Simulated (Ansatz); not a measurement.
The figure comes from a scan of Al (fcc, Cu type): one Al atom of a 4-atom cell moves by s along Cartesian [110], with its periodic images. These are PBE (plane waves to 420 eV, PAW, scalar-relativistic; Ansatz, an electronic-structure program) values and carry that method's errors. k mesh 9×9×9 (Γ-centred), Fermi-Dirac smearing 0.05 eV. With partly filled bands, energies and forces of such displacements shift with the k mesh and the smearing. F∥ is the force on the atom along that direction. On this mesh the relaxed cell isn't quite at rest: it carries a pressure of 0.2 GPa (compression positive) at the zero of the scan. Al was relaxed with its symmetry unable to fall. The PAW data are Ansatz's earlier set. 

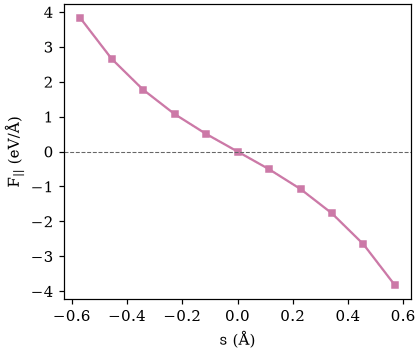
F∥ (eV/Å) against s (Å); computed points joined by lines.

List the plotted points as numbers.

To the nearest 0.1:

| s (Å) | F∥ (eV/Å) |
|---|---|
| -0.570 | 3.8 |
| -0.456 | 2.7 |
| -0.342 | 1.8 |
| -0.228 | 1.1 |
| -0.114 | 0.5 |
| 0.000 | 0.0 |
| 0.114 | -0.5 |
| 0.228 | -1.1 |
| 0.342 | -1.8 |
| 0.456 | -2.7 |
| 0.570 | -3.8 |

(For displaced atoms, the force is minus the slope of the energy, and its curvature is a force constant, which sets phonon frequencies.)
